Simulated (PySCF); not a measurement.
# C₃H₉NOSi (SMILES C=CCO[SiH2]N): what the fields show

```xyz
15

C     2.5094    0.0852   -1.0250
C     1.9340    0.6488    0.0351
C     0.5862    0.2758    0.5641
O     0.0082   -0.7615   -0.1717
Si   -1.6393   -1.0359   -0.2448
N    -2.5724    0.3294   -0.7078
H     3.4982    0.3974   -1.3692
H     1.9964   -0.7108   -1.5707
H     2.4463    1.4442    0.5901
H    -0.0596    1.1792    0.5543
H     0.6865   -0.0130    1.6311
H    -2.1541   -1.4320    1.1008
H    -1.7526   -2.1268   -1.2462
H    -2.4983    0.7625   -1.6202
H    -3.0099    0.9395   -0.0296
```

Geometry: PBE0-D3(BJ)/def2-SVP.

Computed with PBE0/def2-SVPD, SCF density, gas phase in PySCF 2.14.0.

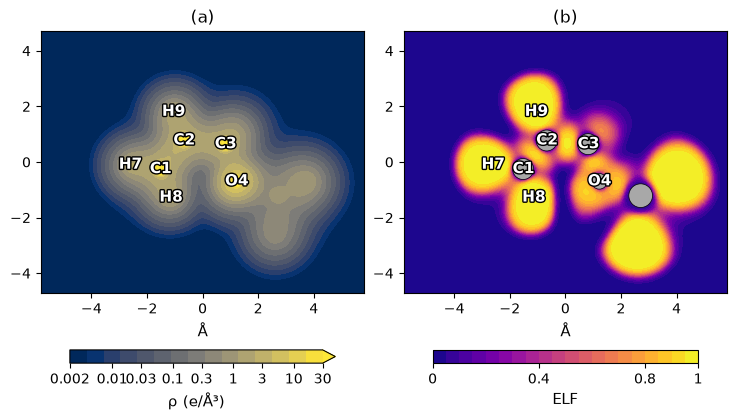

Figure 1. (a) electron density; (b) ELF on the plane of atoms C2, C3 and O4. Grey discs cover the atomic cores in the ELF map.

What do the fields say about this system?

The plane passes through C, O and H nuclei. C–C (1.33 Å): the density is about 2.3 e/Å³ at the midpoint; the ELF peaks at about 0.90 between the atoms (a short, multiple covalent bond). C–O (1.40 Å): ρ is about 2.1 e/Å³ halfway, with its minimum of 1.8 e/Å³ about 0.5 Å from C; the ELF peaks at about 0.90 between the atoms (a shared but strongly polarised pair). C–C (1.50 Å): ρ at the midpoint is about 1.8 e/Å³; the ELF peaks at about 0.95 between the atoms (a shared electron pair). C–H (1.09 Å): ρ at the midpoint is about 1.9 e/Å³; the ELF climbs to about 1 towards the hydrogen, as it does in any bond to H; a covalent bond by its length. The ELF also peaks beside O4, away from the bonds: lone-pair regions.

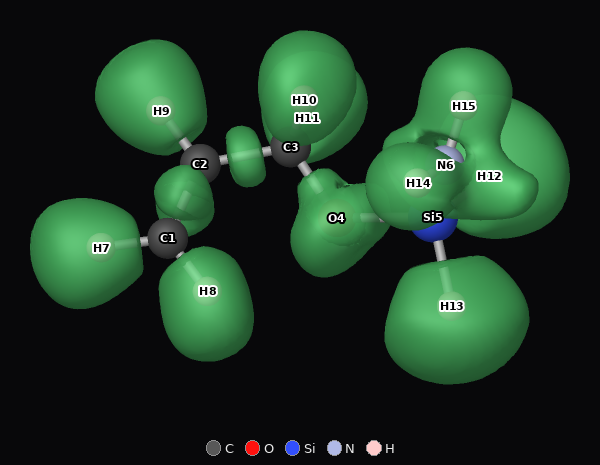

Figure 2. Isosurface of the ELF at 0.75 (green), seen at a tilt. Core shells and regions of very low density are left out.

What do the ELF domains correspond to?

The surface consists of two regions between bonded C–C atoms (shared pairs), seven regions around hydrogen nuclei, one region on O in which the atom's valence shell and bonds are merged and one joined region spread over several atoms (H, N), in which their bonds and any lone pairs are merged.

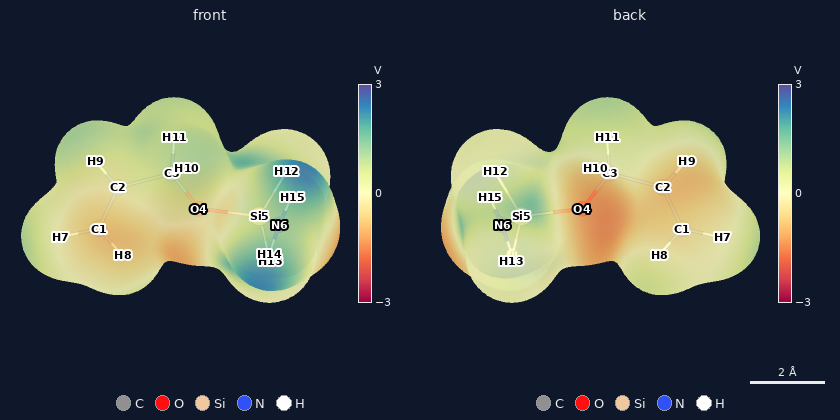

Figure 3. The electrostatic potential painted on the density surface at 0.004 e/bohr³, seen from the front and from behind; red is negative and blue positive.

Describe the electrostatic potential map.

The most negative region (about −1.5 V) lies over O4, the most positive (about +2.4 V) over H14 and H15. O4 is the likeliest acceptor of a hydrogen bond.

How polar is the molecule by this calculation?

Its dipole moment is 2.12 D.
